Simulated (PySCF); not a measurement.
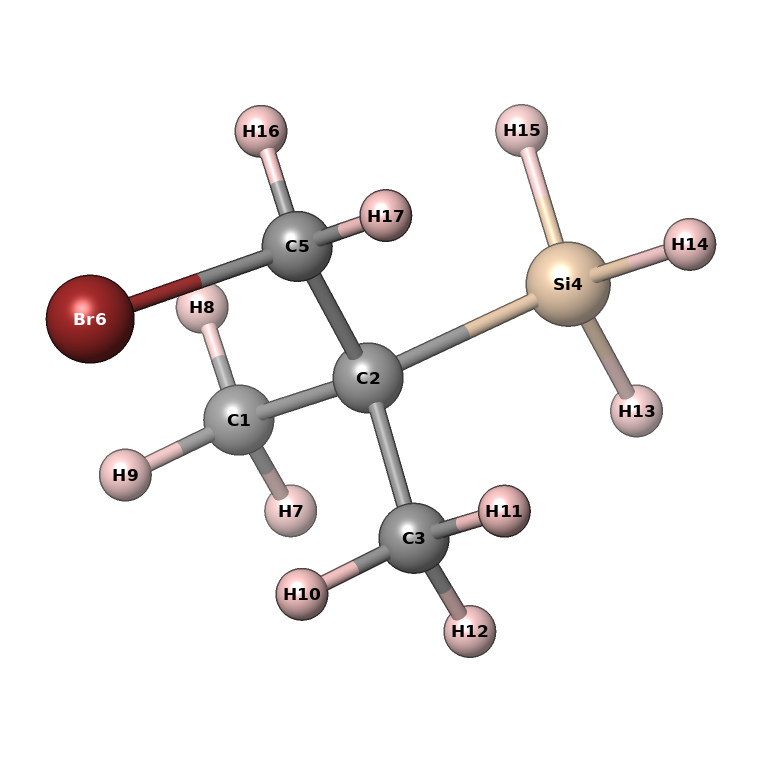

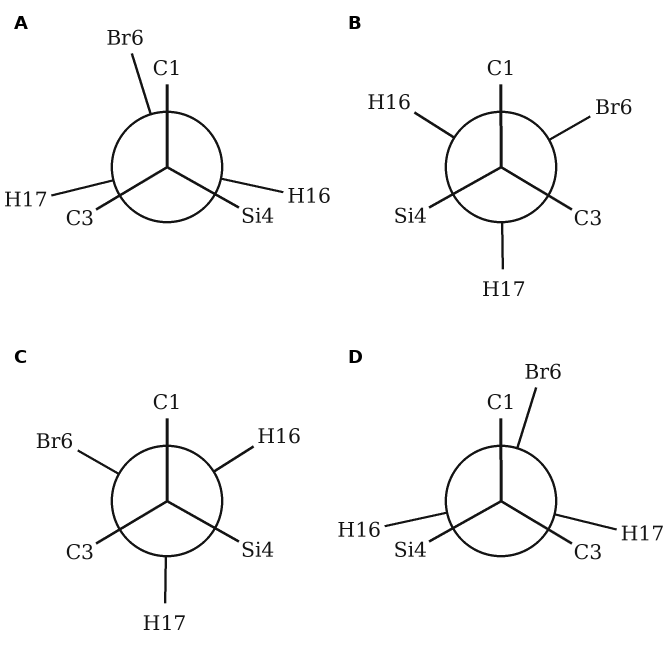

Distant atoms are faded towards the background colour. Bonds that would overlap in a projection are set slightly apart. The computed structure is the end point of a GFN2-xTB optimisation. No frequency run is at hand to confirm it as a minimum.

### Which Newman projection shows the view along C2–C5, with C2 in front?

B. The torsion angle Si4–C2–C5–Br6 is 180°, antiperiplanar (anti).
